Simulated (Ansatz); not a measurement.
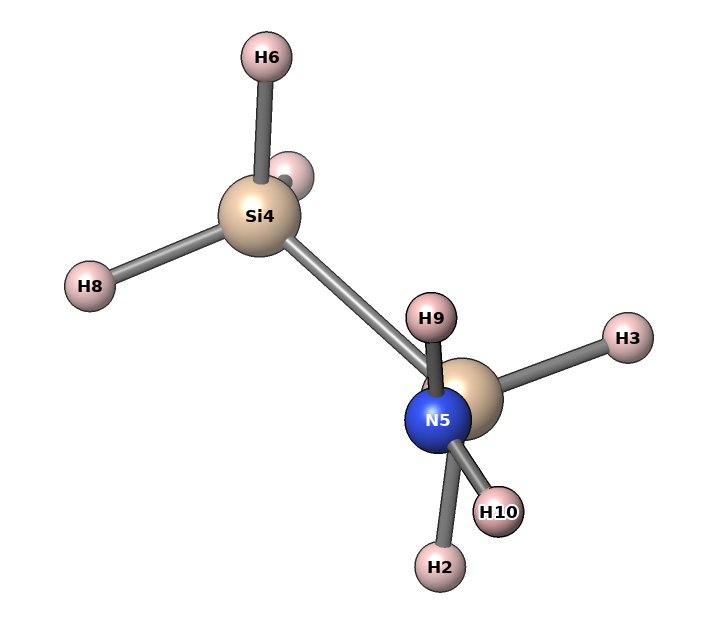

Si1 lies behind N5. The molecule seen nearly along the N5–Si1 bond, N5 in front. Distant atoms are faded towards the background colour. The computed structure is the end point of a PBE0-D4/def2-TZVP optimisation.

### What is the torsion angle H9–N5–Si1–Si4? The sign is positive where the front bond must turn clockwise to cover the back bond.

−51°, synclinal (gauche).
